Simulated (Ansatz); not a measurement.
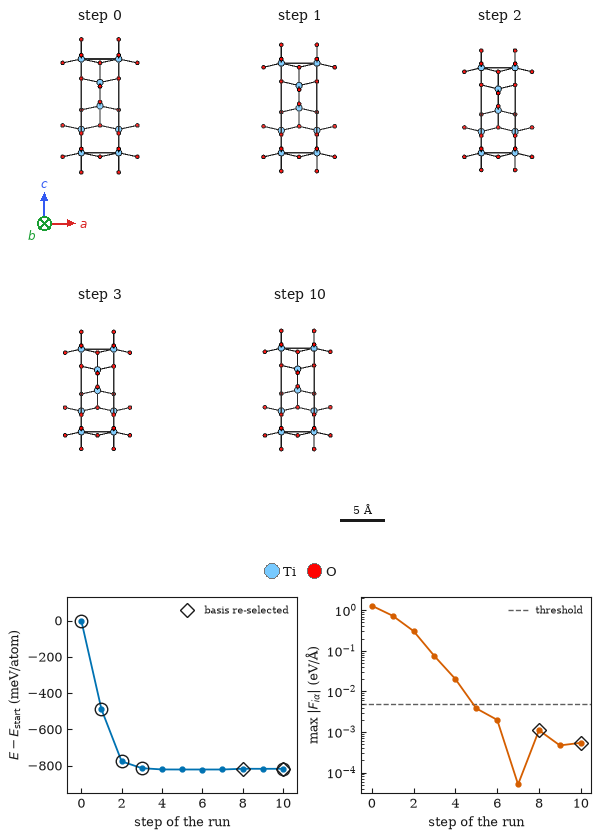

Frames of a relaxation of a crystal of TiO₂ (built on the anatase type), marked on the history of the run. The picture is a ball-and-stick view of the conventional cell (2 times the calculation's cell), seen along the b axis. Lengths and directions refer to the drawn axes.

All numbers below come from DFT, PBE, plane waves, PAW (Ansatz). Settings: plane-wave cutoff 420 eV; k-point mesh 8 × 8 × 8; occupations fermi dirac; smearing width 0.02 eV; no spin polarisation; cell and atoms relaxed; force threshold 0.005 eV/Å.

### What happens along the run?

The largest moves relative to the cell, 0.015 Å, are those of O atoms. Ti stays in place. The drawn cell changes as follows: a = b 4.336 → 3.799 Å (−12.4 %), c 10.884 → 9.702 Å (−10.9 %); the volume changes by −31.6 %. Some distances before and after: Ti–Ti 3.479 → 3.081 Å, O–Ti 2.216 → 1.946 Å, O–Ti 2.264 → 2.003 Å. The space group stays I4_1/amd (No. 141). After 8 accepted moves (10 points after the start) the energy has fallen by 817 meV per atom. The largest force component goes from 1.3 to 0.00054 eV/Å. The pressure goes from −34.08 to −0.01 GPa. At 2 points the geometry stayed and the basis and grid were re-selected for the new cell (energy shift of 4.0 meV per atom at most each time). The run took 32 s on 2 threads of AMD EPYC 7R13 Processor (Zen 3) (shared host), peak memory 0.67 GiB. From step 0 to 1: O atoms move most (0.04 Å), volume −13.4 %, energy −489 meV per atom. From step 1 to 2: O atoms move most (0.02 Å), volume −14.4 %, energy −287 meV per atom. From step 2 to 3: O atoms move most (0.05 Å), volume −10.6 %, energy −37.5 meV per atom. From step 3 to 10: volume +3.3 %, energy −3.4 meV per atom.

| step | E − E(0), meV/atom | largest force component, eV/Å | pressure, GPa | volume, Å³/atom | note |
| --- | --- | --- | --- | --- | --- |
| 0 | 0.00 | 1.2950 | -34.08 | 17.055 |  |
| 1 | -489.42 | 0.7319 | -27.80 | 14.763 |  |
| 2 | -776.29 | 0.3069 | -10.78 | 12.633 |  |
| 3 | -813.79 | 0.0740 | 7.47 | 11.294 |  |
| 4 | -820.89 | 0.0202 | -0.37 | 11.710 |  |
| 5 | -821.16 | 0.0038 | 0.04 | 11.698 |  |
| 6 | -821.18 | 0.0020 | 0.08 | 11.705 |  |
| 7 | -821.16 | 0.0001 | 0.00 | 11.710 |  |
| 8 | -817.13 | 0.0011 | -0.66 | 11.710 | same geometry, new basis |
| 9 | -817.40 | 0.0005 | 0.02 | 11.667 |  |
| 10 | -817.23 | 0.0005 | -0.01 | 11.667 | same geometry, new basis |
